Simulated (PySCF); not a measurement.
# C₇H₂₁FOSi₃: what the fields show

```yaml
atoms:
  - { symbol: C, position_ang: [-1.4305, 1.9301, 1.7522] }
  - { symbol: O, position_ang: [-1.3848, 0.5650, 1.4677] }
  - { symbol: Si, position_ang: [-2.6036, -0.5183, 1.4884] }
  - { symbol: C, position_ang: [-4.0981, 0.0521, 0.4555] }
  - { symbol: C, position_ang: [-1.7910, -2.0861, 0.7949] }
  - { symbol: C, position_ang: [-1.5917, -2.1211, -0.7219] }
  - { symbol: Si, position_ang: [-0.4187, -0.7960, -1.4241] }
  - { symbol: C, position_ang: [1.1374, -0.6184, -0.3486] }
  - { symbol: C, position_ang: [2.1331, 0.3983, -0.9138] }
  - { symbol: Si, position_ang: [3.6632, 0.5952, 0.1908] }
  - { symbol: C, position_ang: [5.0143, 1.6597, -0.5996] }
  - { symbol: F, position_ang: [4.3004, -0.8824, 0.4002] }
  - { symbol: H, position_ang: [-0.4270, 2.3361, 1.6175] }
  - { symbol: H, position_ang: [-2.1203, 2.4460, 1.0804] }
  - { symbol: H, position_ang: [-1.7533, 2.1019, 2.7819] }
  - { symbol: H, position_ang: [-3.0589, -0.7257, 2.8764] }
  - { symbol: H, position_ang: [-3.7954, 0.3296, -0.5512] }
  - { symbol: H, position_ang: [-4.8470, -0.7285, 0.3686] }
  - { symbol: H, position_ang: [-4.5836, 0.9161, 0.9022] }
  - { symbol: H, position_ang: [-0.8278, -2.2383, 1.2822] }
  - { symbol: H, position_ang: [-2.4147, -2.9349, 1.0845] }
  - { symbol: H, position_ang: [-1.2072, -3.1071, -0.9970] }
  - { symbol: H, position_ang: [-2.5623, -2.0323, -1.2120] }
  - { symbol: H, position_ang: [-1.0899, 0.5080, -1.5502] }
  - { symbol: H, position_ang: [-0.0327, -1.2119, -2.7864] }
  - { symbol: H, position_ang: [1.6394, -1.5818, -0.2424] }
  - { symbol: H, position_ang: [0.8428, -0.3111, 0.6547] }
  - { symbol: H, position_ang: [1.6301, 1.3586, -1.0365] }
  - { symbol: H, position_ang: [2.4288, 0.0840, -1.9174] }
  - { symbol: H, position_ang: [3.3361, 1.0083, 1.5530] }
  - { symbol: H, position_ang: [5.8961, 1.6948, 0.0330] }
  - { symbol: H, position_ang: [5.3199, 1.2615, -1.5633] }
  - { symbol: H, position_ang: [4.6803, 2.6802, -0.7557] }
```

Geometry: GFN2-xTB.

Theory: PBE0/6-31G*, SCF density, gas phase, non-relativistic (PySCF 2.14.0).

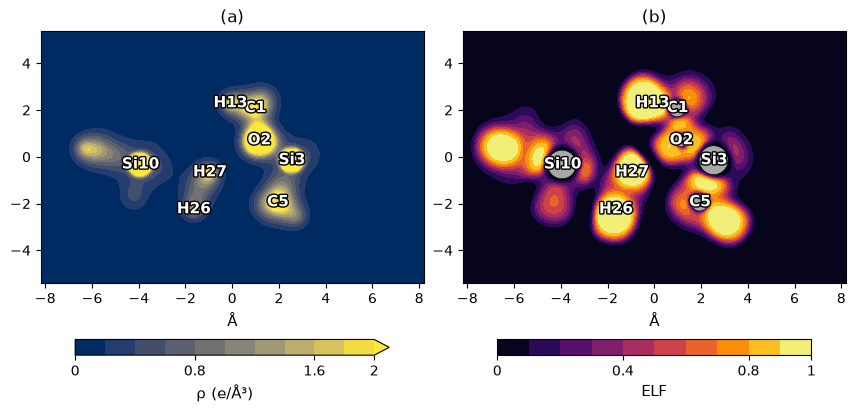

Figure 1. (a) electron density; (b) electron localisation function on the plane of atoms O2, Si3 and C5. Grey discs cover the atomic cores in the ELF map.

> Read the bonding off the picture.

- The section cuts through C, O, Si and H sites.
- C–O (1.40 Å): ρ is about 2.1 e/Å³ halfway, with its minimum of 1.7 e/Å³ about 0.5 Å from C; the ELF peaks at about 0.90 between the atoms (a shared but strongly polarised pair).
- Si–O (1.63 Å): ρ at the midpoint is about 1.1 e/Å³; the ELF peaks at about 0.85 between the atoms, as expected for a polar covalent bond.
- C–Si (1.90 Å): ρ is about 0.95 e/Å³ halfway; the ELF peaks at about 0.95 between the atoms: a shared electron pair.
- C–H (1.09 Å): the density is about 2 e/Å³ at the midpoint; the ELF climbs to about 1 towards the hydrogen, as it does in any bond to H; an ordinary covalent bond to hydrogen.

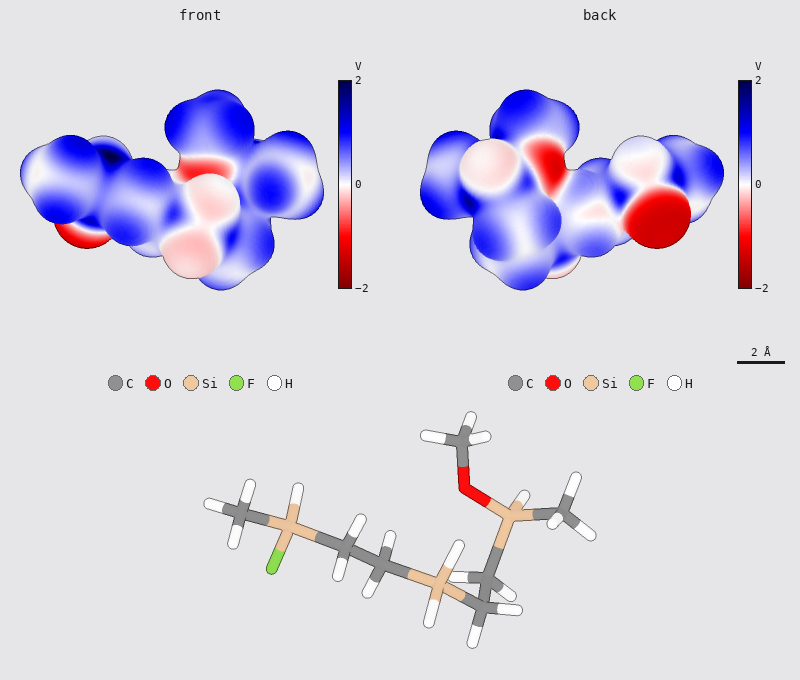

Figure 2. The electrostatic potential painted on the density surface at 0.004 e/bohr³, seen from the front and from behind; the colour scale runs from red (negative) to blue (positive). The bare structure is drawn below in the same view.

> Which sites attract a positive test charge, and which a negative one?

A positive charge is drawn to the negative regions and a negative charge to the positive ones. The most negative region (about −1.3 V) lies over F12, the most positive (about +1.6 V) over Si3 and Si10.

> How polar is the molecule by this calculation?

Its dipole moment is 2.47 D.
